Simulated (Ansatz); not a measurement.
## Molecular dynamics, with input and output: SiH4O (part 2 of 4)

Continued. System: SiH4O. Method: RKS PBE/def2-SVP (Ansatz 0.2.0). It belongs to a series of runs on one base structure; here: dynamics from the highest image of the converged band.

Geometry of the input (Å):
```
Si 0.2785  -0.0477  -0.5446
H  0.4157  -0.1073  1.1734
H  1.3848  0.1809  0.4963
O  -0.7361  1.2810  -0.7776
H  -1.5360  1.3130  -0.2234
H  -0.4529  -1.3004  -0.1252
```

The program's output, continued
```
md step   107: t =    53.50 fs  T =   809.5 K  F+E_penalty+E_count = -9977.60729176 eV  E_kin = 0.418565 eV  conserved = -9977.18872709 eV  (26 SCF iters)
md step   108: t =    54.00 fs  T =   960.7 K  F+E_penalty+E_count = -9977.68561615 eV  E_kin = 0.496729 eV  conserved = -9977.18888748 eV  (26 SCF iters)
md step   109: t =    54.50 fs  T =  1194.0 K  F+E_penalty+E_count = -9977.80698208 eV  E_kin = 0.617371 eV  conserved = -9977.18961058 eV  (27 SCF iters)
md step   110: t =    55.00 fs  T =  1488.4 K  F+E_penalty+E_count = -9977.96024975 eV  E_kin = 0.769562 eV  conserved = -9977.19068808 eV  (26 SCF iters)
md step   111: t =    55.50 fs  T =  1812.1 K  F+E_penalty+E_count = -9978.12872558 eV  E_kin = 0.936916 eV  conserved = -9977.19180921 eV  (26 SCF iters)
md step   112: t =    56.00 fs  T =  2131.6 K  F+E_penalty+E_count = -9978.29484917 eV  E_kin = 1.102140 eV  conserved = -9977.19270882 eV  (25 SCF iters)
md step   113: t =    56.50 fs  T =  2419.6 K  F+E_penalty+E_count = -9978.44427760 eV  E_kin = 1.251023 eV  conserved = -9977.19325417 eV  (25 SCF iters)
md step   114: t =    57.00 fs  T =  2658.6 K  F+E_penalty+E_count = -9978.56804170 eV  E_kin = 1.374597 eV  conserved = -9977.19344481 eV  (25 SCF iters)
md step   115: t =    57.50 fs  T =  2841.8 K  F+E_penalty+E_count = -9978.66270638 eV  E_kin = 1.469346 eV  conserved = -9977.19336016 eV  (23 SCF iters)
md step   116: t =    58.00 fs  T =  2971.1 K  F+E_penalty+E_count = -9978.72926016 eV  E_kin = 1.536157 eV  conserved = -9977.19310352 eV  (25 SCF iters)
md step   117: t =    58.50 fs  T =  3053.5 K  F+E_penalty+E_count = -9978.77155565 eV  E_kin = 1.578788 eV  conserved = -9977.19276771 eV  (25 SCF iters)
md step   118: t =    59.00 fs  T =  3099.2 K  F+E_penalty+E_count = -9978.79485332 eV  E_kin = 1.602433 eV  conserved = -9977.19242038 eV  (25 SCF iters)
md step   119: t =    59.50 fs  T =  3119.0 K  F+E_penalty+E_count = -9978.80472538 eV  E_kin = 1.612622 eV  conserved = -9977.19210344 eV  (25 SCF iters)
md step   120: t =    60.00 fs  T =  3122.6 K  F+E_penalty+E_count = -9978.80635229 eV  E_kin = 1.614515 eV  conserved = -9977.19183773 eV  (25 SCF iters)
md step   121: t =    60.50 fs  T =  3118.7 K  F+E_penalty+E_count = -9978.80414388 eV  E_kin = 1.612513 eV  conserved = -9977.19163081 eV  (26 SCF iters)
md step   122: t =    61.00 fs  T =  3114.1 K  F+E_penalty+E_count = -9978.80158448 eV  E_kin = 1.610102 eV  conserved = -9977.19148274 eV  (25 SCF iters)
md step   123: t =    61.50 fs  T =  3113.5 K  F+E_penalty+E_count = -9978.80120791 eV  E_kin = 1.609817 eV  conserved = -9977.19139131 eV  (25 SCF iters)
md step   124: t =    62.00 fs  T =  3120.2 K  F+E_penalty+E_count = -9978.80461877 eV  E_kin = 1.613263 eV  conserved = -9977.19135625 eV  (25 SCF iters)
md step   125: t =    62.50 fs  T =  3135.4 K  F+E_penalty+E_count = -9978.81250195 eV  E_kin = 1.621122 eV  conserved = -9977.19137961 eV  (25 SCF iters)
md step   126: t =    63.00 fs  T =  3158.6 K  F+E_penalty+E_count = -9978.82460270 eV  E_kin = 1.633138 eV  conserved = -9977.19146452 eV  (25 SCF iters)
md step   127: t =    63.50 fs  T =  3187.5 K  F+E_penalty+E_count = -9978.83969431 eV  E_kin = 1.648082 eV  conserved = -9977.19161266 eV  (25 SCF iters)
md step   128: t =    64.00 fs  T =  3217.8 K  F+E_penalty+E_count = -9978.85557254 eV  E_kin = 1.663751 eV  conserved = -9977.19182149 eV  (25 SCF iters)
md step   129: t =    64.50 fs  T =  3243.5 K  F+E_penalty+E_count = -9978.86911406 eV  E_kin = 1.677030 eV  conserved = -9977.19208358 eV  (25 SCF iters)
md step   130: t =    65.00 fs  T =  3257.1 K  F+E_penalty+E_count = -9978.87641340 eV  E_kin = 1.684028 eV  conserved = -9977.19238552 eV  (25 SCF iters)
md step   131: t =    65.50 fs  T =  3249.8 K  F+E_penalty+E_count = -9978.87300179 eV  E_kin = 1.680292 eV  conserved = -9977.19270945 eV  (25 SCF iters)
md step   132: t =    66.00 fs  T =  3212.7 K  F+E_penalty+E_count = -9978.85414180 eV  E_kin = 1.661110 eV  conserved = -9977.19303166 eV  (25 SCF iters)
md step   133: t =    66.50 fs  T =  3136.9 K  F+E_penalty+E_count = -9978.81521145 eV  E_kin = 1.621891 eV  conserved = -9977.19332065 eV  (25 SCF iters)
md step   134: t =    67.00 fs  T =  3014.6 K  F+E_penalty+E_count = -9978.75220669 eV  E_kin = 1.558672 eV  conserved = -9977.19353471 eV  (24 SCF iters)
md step   135: t =    67.50 fs  T =  2840.7 K  F+E_penalty+E_count = -9978.66239613 eV  E_kin = 1.468775 eV  conserved = -9977.19362097 eV  (25 SCF iters)
md step   136: t =    68.00 fs  T =  2614.1 K  F+E_penalty+E_count = -9978.54513868 eV  E_kin = 1.351619 eV  conserved = -9977.19351995 eV  (25 SCF iters)
md step   137: t =    68.50 fs  T =  2339.5 K  F+E_penalty+E_count = -9978.40279231 eV  E_kin = 1.209618 eV  conserved = -9977.19317423 eV  (25 SCF iters)
md step   138: t =    69.00 fs  T =  2028.8 K  F+E_penalty+E_count = -9978.24153486 eV  E_kin = 1.048981 eV  conserved = -9977.19255428 eV  (24 SCF iters)
md step   139: t =    69.50 fs  T =  1702.1 K  F+E_penalty+E_count = -9978.07175016 eV  E_kin = 0.880067 eV  conserved = -9977.19168284 eV  (24 SCF iters)
md step   140: t =    70.00 fs  T =  1386.6 K  F+E_penalty+E_count = -9977.90757530 eV  E_kin = 0.716913 eV  conserved = -9977.19066187 eV  (24 SCF iters)
md step   141: t =    70.50 fs  T =  1113.3 K  F+E_penalty+E_count = -9977.76527434 eV  E_kin = 0.575607 eV  conserved = -9977.18966728 eV  (24 SCF iters)
md step   142: t =    71.00 fs  T =   912.1 K  F+E_penalty+E_count = -9977.66050147 eV  E_kin = 0.471588 eV  conserved = -9977.18891340 eV  (25 SCF iters)
md step   143: t =    71.50 fs  T =   805.5 K  F+E_penalty+E_count = -9977.60503433 eV  E_kin = 0.416453 eV  conserved = -9977.18858148 eV  (25 SCF iters)
md step   144: t =    72.00 fs  T =   803.2 K  F+E_penalty+E_count = -9977.60403734 eV  E_kin = 0.415290 eV  conserved = -9977.18874755 eV  (26 SCF iters)
md step   145: t =    72.50 fs  T =   900.4 K  F+E_penalty+E_count = -9977.65491666 eV  E_kin = 0.465566 eV  conserved = -9977.18935076 eV  (27 SCF iters)
md step   146: t =    73.00 fs  T =  1079.2 K  F+E_penalty+E_count = -9977.74823489 eV  E_kin = 0.558014 eV  conserved = -9977.19022126 eV  (26 SCF iters)
md step   147: t =    73.50 fs  T =  1313.5 K  F+E_penalty+E_count = -9977.87028260 eV  E_kin = 0.679133 eV  conserved = -9977.19114926 eV  (26 SCF iters)
md step   148: t =    74.00 fs  T =  1575.0 K  F+E_penalty+E_count = -9978.00628778 eV  E_kin = 0.814332 eV  conserved = -9977.19195586 eV  (26 SCF iters)
md step   149: t =    74.50 fs  T =  1838.7 K  F+E_penalty+E_count = -9978.14319673 eV  E_kin = 0.950661 eV  conserved = -9977.19253534 eV  (27 SCF iters)
md step   150: t =    75.00 fs  T =  2085.9 K  F+E_penalty+E_count = -9978.27137600 eV  E_kin = 1.078518 eV  conserved = -9977.19285848 eV  (26 SCF iters)
md step   151: t =    75.50 fs  T =  2305.8 K  F+E_penalty+E_count = -9978.38513886 eV  E_kin = 1.192186 eV  conserved = -9977.19295304 eV  (27 SCF iters)
md step   152: t =    76.00 fs  T =  2494.0 K  F+E_penalty+E_count = -9978.48237510 eV  E_kin = 1.289496 eV  conserved = -9977.19287931 eV  (26 SCF iters)
md step   153: t =    76.50 fs  T =  2651.6 K  F+E_penalty+E_count = -9978.56368281 eV  E_kin = 1.370981 eV  conserved = -9977.19270182 eV  (25 SCF iters)
md step   154: t =    77.00 fs  T =  2783.0 K  F+E_penalty+E_count = -9978.63138461 eV  E_kin = 1.438907 eV  conserved = -9977.19247749 eV  (27 SCF iters)
md step   155: t =    77.50 fs  T =  2894.2 K  F+E_penalty+E_count = -9978.68864486 eV  E_kin = 1.496396 eV  conserved = -9977.19224857 eV  (26 SCF iters)
md step   156: t =    78.00 fs  T =  2991.5 K  F+E_penalty+E_count = -9978.73879027 eV  E_kin = 1.546747 eV  conserved = -9977.19204348 eV  (26 SCF iters)
md step   157: t =    78.50 fs  T =  3080.9 K  F+E_penalty+E_count = -9978.78483971 eV  E_kin = 1.592960 eV  conserved = -9977.19188012 eV  (27 SCF iters)
md step   158: t =    79.00 fs  T =  3166.9 K  F+E_penalty+E_count = -9978.82920315 eV  E_kin = 1.637435 eV  conserved = -9977.19176807 eV  (26 SCF iters)
md step   159: t =    79.50 fs  T =  3252.7 K  F+E_penalty+E_count = -9978.87350776 eV  E_kin = 1.681796 eV  conserved = -9977.19171191 eV  (26 SCF iters)
md step   160: t =    80.00 fs  T =  3339.8 K  F+E_penalty+E_count = -9978.91851233 eV  E_kin = 1.726800 eV  conserved = -9977.19171279 eV  (25 SCF iters)
md step   161: t =    80.50 fs  T =  3427.8 K  F+E_penalty+E_count = -9978.96408225 eV  E_kin = 1.772314 eV  conserved = -9977.19176875 eV  (25 SCF iters)
md step   162: t =    81.00 fs  T =  3514.9 K  F+E_penalty+E_count = -9979.00920815 eV  E_kin = 1.817331 eV  conserved = -9977.19187705 eV  (25 SCF iters)
md step   163: t =    81.50 fs  T =  3597.4 K  F+E_penalty+E_count = -9979.05205041 eV  E_kin = 1.860017 eV  conserved = -9977.19203313 eV  (25 SCF iters)
md step   164: t =    82.00 fs  T =  3670.5 K  F+E_penalty+E_count = -9979.09000996 eV  E_kin = 1.897780 eV  conserved = -9977.19223020 eV  (25 SCF iters)
md step   165: t =    82.50 fs  T =  3727.7 K  F+E_penalty+E_count = -9979.11982850 eV  E_kin = 1.927369 eV  conserved = -9977.19245977 eV  (25 SCF iters)
md step   166: t =    83.00 fs  T =  3761.8 K  F+E_penalty+E_count = -9979.13772507 eV  E_kin = 1.945015 eV  conserved = -9977.19270990 eV  (25 SCF iters)
md step   167: t =    83.50 fs  T =  3764.9 K  F+E_penalty+E_count = -9979.13958753 eV  E_kin = 1.946624 eV  conserved = -9977.19296359 eV  (25 SCF iters)
md step   168: t =    84.00 fs  T =  3729.0 K  F+E_penalty+E_count = -9979.12124154 eV  E_kin = 1.928043 eV  conserved = -9977.19319830 eV  (25 SCF iters)
md step   169: t =    84.50 fs  T =  3646.6 K  F+E_penalty+E_count = -9979.07881627 eV  E_kin = 1.885434 eV  conserved = -9977.19338217 eV  (25 SCF iters)
md step   170: t =    85.00 fs  T =  3511.8 K  F+E_penalty+E_count = -9979.00923902 eV  E_kin = 1.815763 eV  conserved = -9977.19347643 eV  (25 SCF iters)
md step   171: t =    85.50 fs  T =  3321.6 K  F+E_penalty+E_count = -9978.91085447 eV  E_kin = 1.717420 eV  conserved = -9977.19343429 eV  (25 SCF iters)
md step   172: t =    86.00 fs  T =  3077.0 K  F+E_penalty+E_count = -9978.78414799 eV  E_kin = 1.590938 eV  conserved = -9977.19320970 eV  (25 SCF iters)
md step   173: t =    86.50 fs  T =  2784.5 K  F+E_penalty+E_count = -9978.63245553 eV  E_kin = 1.439686 eV  conserved = -9977.19276972 eV  (24 SCF iters)
md step   174: t =    87.00 fs  T =  2456.9 K  F+E_penalty+E_count = -9978.46244713 eV  E_kin = 1.270332 eV  conserved = -9977.19211474 eV  (25 SCF iters)
md step   175: t =    87.50 fs  T =  2113.5 K  F+E_penalty+E_count = -9978.28408665 eV  E_kin = 1.092788 eV  conserved = -9977.19129874 eV  (25 SCF iters)
md step   176: t =    88.00 fs  T =  1778.1 K  F+E_penalty+E_count = -9978.10979369 eV  E_kin = 0.919362 eV  conserved = -9977.19043179 eV  (25 SCF iters)
md step   177: t =    88.50 fs  T =  1475.9 K  F+E_penalty+E_count = -9977.95273969 eV  E_kin = 0.763074 eV  conserved = -9977.18966592 eV  (25 SCF iters)
md step   178: t =    89.00 fs  T =  1228.9 K  F+E_penalty+E_count = -9977.82452221 eV  E_kin = 0.635367 eV  conserved = -9977.18915510 eV  (26 SCF iters)
md step   179: t =    89.50 fs  T =  1051.8 K  F+E_penalty+E_count = -9977.73282240 eV  E_kin = 0.543821 eV  conserved = -9977.18900104 eV  (25 SCF iters)
md step   180: t =    90.00 fs  T =   948.9 K  F+E_penalty+E_count = -9977.67983710 eV  E_kin = 0.490623 eV  conserved = -9977.18921457 eV  (26 SCF iters)
md step   181: t =    90.50 fs  T =   913.6 K  F+E_penalty+E_count = -9977.66208922 eV  E_kin = 0.472381 eV  conserved = -9977.18970796 eV  (26 SCF iters)
md step   182: t =    91.00 fs  T =   931.1 K  F+E_penalty+E_count = -9977.67172136 eV  E_kin = 0.481392 eV  conserved = -9977.19032929 eV  (26 SCF iters)
md step   183: t =    91.50 fs  T =   982.2 K  F+E_penalty+E_count = -9977.69877720 eV  E_kin = 0.507858 eV  conserved = -9977.19091951 eV  (26 SCF iters)
md step   184: t =    92.00 fs  T =  1048.8 K  F+E_penalty+E_count = -9977.73363642 eV  E_kin = 0.542276 eV  conserved = -9977.19136071 eV  (26 SCF iters)
md step   185: t =    92.50 fs  T =  1116.5 K  F+E_penalty+E_count = -9977.76885726 eV  E_kin = 0.577255 eV  conserved = -9977.19160185 eV  (26 SCF iters)
md step   186: t =    93.00 fs  T =  1176.7 K  F+E_penalty+E_count = -9977.80005009 eV  E_kin = 0.608400 eV  conserved = -9977.19165008 eV  (26 SCF iters)
md step   187: t =    93.50 fs  T =  1226.8 K  F+E_penalty+E_count = -9977.82584910 eV  E_kin = 0.634298 eV  conserved = -9977.19155131 eV  (26 SCF iters)
md step   188: t =    94.00 fs  T =  1268.6 K  F+E_penalty+E_count = -9977.84728263 eV  E_kin = 0.655922 eV  conserved = -9977.19136108 eV  (26 SCF iters)
md step   189: t =    94.50 fs  T =  1307.0 K  F+E_penalty+E_count = -9977.86692229 eV  E_kin = 0.675788 eV  conserved = -9977.19113409 eV  (26 SCF iters)
md step   190: t =    95.00 fs  T =  1348.3 K  F+E_penalty+E_count = -9977.88805507 eV  E_kin = 0.697144 eV  conserved = -9977.19091061 eV  (26 SCF iters)
md step   191: t =    95.50 fs  T =  1399.0 K  F+E_penalty+E_count = -9977.91403863 eV  E_kin = 0.723322 eV  conserved = -9977.19071682 eV  (26 SCF iters)
md step   192: t =    96.00 fs  T =  1464.7 K  F+E_penalty+E_count = -9977.94786792 eV  E_kin = 0.757301 eV  conserved = -9977.19056650 eV  (26 SCF iters)
md step   193: t =    96.50 fs  T =  1550.1 K  F+E_penalty+E_count = -9977.99192931 eV  E_kin = 0.801464 eV  conserved = -9977.19046525 eV  (26 SCF iters)
md step   194: t =    97.00 fs  T =  1658.4 K  F+E_penalty+E_count = -9978.04788465 eV  E_kin = 0.857470 eV  conserved = -9977.19041450 eV  (26 SCF iters)
md step   195: t =    97.50 fs  T =  1791.4 K  F+E_penalty+E_count = -9978.11662551 eV  E_kin = 0.926210 eV  conserved = -9977.19041540 eV  (27 SCF iters)
md step   196: t =    98.00 fs  T =  1949.1 K  F+E_penalty+E_count = -9978.19824558 eV  E_kin = 1.007776 eV  conserved = -9977.19046944 eV  (27 SCF iters)
md step   197: t =    98.50 fs  T =  2130.3 K  F+E_penalty+E_count = -9978.29200681 eV  E_kin = 1.101427 eV  conserved = -9977.19057967 eV  (26 SCF iters)
md step   198: t =    99.00 fs  T =  2331.6 K  F+E_penalty+E_count = -9978.39628946 eV  E_kin = 1.205540 eV  conserved = -9977.19074989 eV  (26 SCF iters)
md step   199: t =    99.50 fs  T =  2548.3 K  F+E_penalty+E_count = -9978.50853812 eV  E_kin = 1.317555 eV  conserved = -9977.19098292 eV  (26 SCF iters)
these checks for a lower state are left out or cut short: starts, cluster_reference, orbital_swaps, neighbouring_geometries, increment
571 factors; their error is unknown
mean field -9978.62522775 eV, -366.7077133646 hartree, gradient 1.9e-5 eV, S^2 0.000000; 0 other end points of the search recorded, 0 dependent functions left out
the calculation of the forces begins
reference -9978.62525808 eV, -366.7077144792 hartree; 13, 13 occupied and 39, 39 virtual orbitals, 571 factors
571 factors; their error is unknown
mean field evaluation 1600: about -9978.6636 eV, gradient 1.2e-1 eV
mean field -9978.62522775 eV, -366.7077133646 hartree, gradient 1.9e-5 eV, S^2 0.000000; 1 other end points of the search recorded, 0 dependent functions left out
the calculation of the forces begins
reference -9978.62525808 eV, -366.7077144792 hartree; 13, 13 occupied and 39, 39 virtual orbitals, 571 factors
md step   200: t =   100.00 fs  T =  2773.4 K  F+E_penalty+E_count = -9978.62522775 eV  E_kin = 1.433949 eV  conserved = -9977.19127861 eV  (24 SCF iters)
```

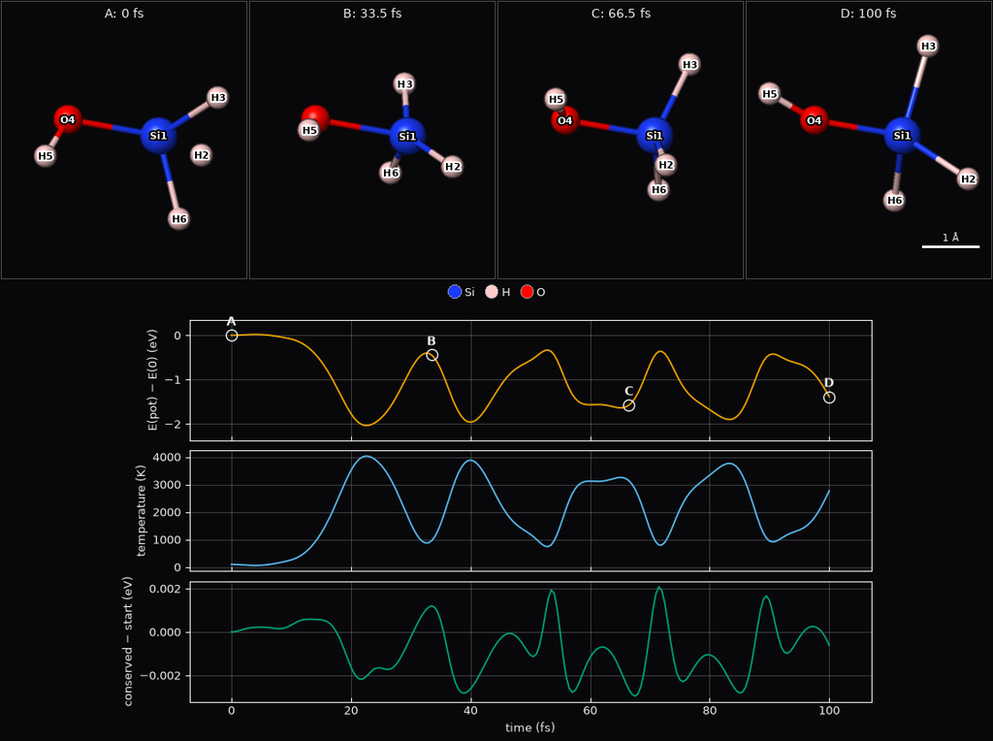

*Frames of the molecular dynamics (ball-and-stick, seen at a tilt) above the curves, on which the letters mark them.*

The trajectory kept here has 201 frames over 100 fs. The temperature starts at 100 K, ranges from 61 to 4032 K and averages 2221 K over the second half. The potential energy ends 1.383 eV below its first value. The conserved quantity stays within 0.005 eV. After an unweighted best fit of the last frame on the first, the root-mean-square displacement is 0.69 Å.

```
Total energy: -9978.62525808 eV, -366.7077144792 hartree
Atom 0 at     0.244493    -0.037193    -0.412642 Å, force     0.950009     0.009342     0.912472 eV/Å
Atom 1 at     0.270070    -0.850569     1.020313 Å, force    -0.183379     1.294199    -1.057431 eV/Å
Atom 2 at     1.656745     0.799517    -0.477552 Å, force    -0.890852    -1.613021    -0.173085 eV/Å
Atom 3 at    -0.722742     1.214696    -0.818465 Å, force    -1.095208    -0.339170     0.152774 eV/Å
Atom 4 at    -0.998928     2.106047    -1.029901 Å, force     0.297093     0.141092     0.267741 eV/Å
Atom 5 at    -0.382129    -1.207862    -1.219383 Å, force     0.922337     0.507558    -0.102470 eV/Å
Dipole moment:    -0.067919     0.277760    -0.111845 e Å
```

Trajectory as extended XYZ (Å, eV, eV/Å), 68 of the 201 frames kept, from step=0 to step=200
```
6
Properties=species:S:1:pos:R:3:forces:R:3 step=0 time_fs=0.0 energy=-9977.24237 temperature=100.0
Si    0.2785   -0.0477   -0.5446   -0.0113   0.0103  -0.0018
H     0.4157   -0.1073    1.1734    0.0019  -0.0030   0.0005
H     1.3848    0.1809    0.4963    0.0066   0.0001   0.0057
O    -0.7361    1.2810   -0.7776   -0.0242  -0.0018   0.0118
H    -1.5360    1.3130   -0.2234    0.0268   0.0003  -0.0169
H    -0.4529   -1.3004   -0.1252    0.0002  -0.0059   0.0007
6
Properties=species:S:1:pos:R:3:forces:R:3 step=3 time_fs=1.5 energy=-9977.23579 temperature=87.4
Si    0.2789   -0.0479   -0.5431   -0.2134  -0.2254   0.0127
H     0.4088   -0.1185    1.1539   -0.0634   0.0142   0.1390
H     1.3850    0.1981    0.4892    0.0642  -0.0412  -0.0519
O    -0.7370    1.2824   -0.7791    0.1846  -0.0825  -0.1017
H    -1.5229    1.3194   -0.2133   -0.1726   0.0196   0.1131
H    -0.4561   -1.3282   -0.1257    0.2006   0.3152  -0.1112
6
Properties=species:S:1:pos:R:3:forces:R:3 step=6 time_fs=3.0 energy=-9977.22464 temperature=66.1
Si    0.2791   -0.0484   -0.5417   -0.3429  -0.3447   0.0362
H     0.4005   -0.1293    1.1373   -0.1255   0.0266   0.2559
H     1.3866    0.2143    0.4810    0.1196  -0.0762  -0.1178
O    -0.7377    1.2838   -0.7806    0.2027  -0.1432  -0.0972
H    -1.5132    1.3262   -0.2011   -0.1793   0.0266   0.1128
H    -0.4551   -1.3495   -0.1285    0.3254   0.5109  -0.1899
6
Properties=species:S:1:pos:R:3:forces:R:3 step=9 time_fs=4.5 energy=-9977.22275 temperature=62.5
Si    0.2791   -0.0491   -0.5402   -0.3863  -0.3112   0.1074
H     0.3895   -0.1395    1.1261   -0.1814   0.0337   0.3205
H     1.3908    0.2289    0.4702    0.1723  -0.1014  -0.1959
O    -0.7382    1.2849   -0.7823    0.0336  -0.1777   0.0320
H    -1.5070    1.3335   -0.1866    0.0060   0.0155  -0.0312
H    -0.4473   -1.3601   -0.1353    0.3558   0.5411  -0.2328
```
